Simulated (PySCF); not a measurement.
Sn(H)2(Me)(OMe), C₂H₈OSn, SMILES [CH3][SnH2][O]C at its B3LYP/def2-SVP optimised geometry (Å):

```
12

Sn    -1.6570    -0.9014     0.0000
C     -2.3662    -1.9741    -1.7452
O      0.3519    -0.9014     0.0000
C      1.0978    -0.1871    -0.9469
H     -2.0195    -1.7020     1.4746
H     -2.1721     0.7494     0.0000
H     -2.0991    -1.4283    -2.6615
H     -3.4604    -2.0784    -1.6957
H     -1.9087    -2.9734    -1.7708
H      2.1721    -0.2934    -0.7087
H      0.9607    -0.5554    -1.9863
H      0.8746     0.9014    -0.9550
```

Calculation: PySCF with B3LYP/def2-TZVP, def2 effective core potentials past Kr. The core electrons that the potentials of Sn replace are not part of the density. Cells within 0.4 Å of a nucleus heavier than hydrogen are left out (blank, or x).

Map of the Laplacian of the electron density (e/bohr⁵), clipped to [-1.50, 1.50] on the plane z = 0.0 Å:

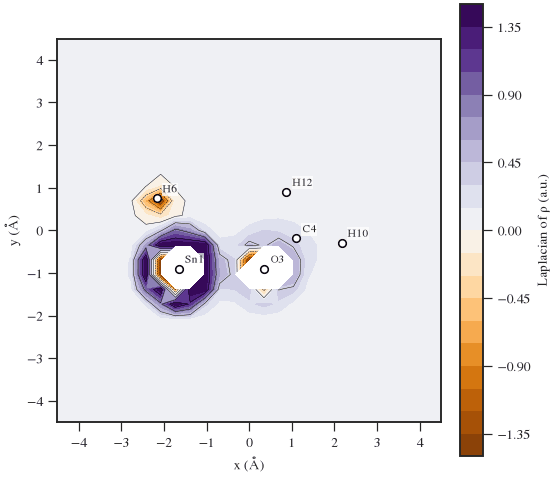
Figure: Laplacian of the electron density (e/bohr⁵), clipped to [-1.50, 1.50] on the plane z = 0.0 Å.
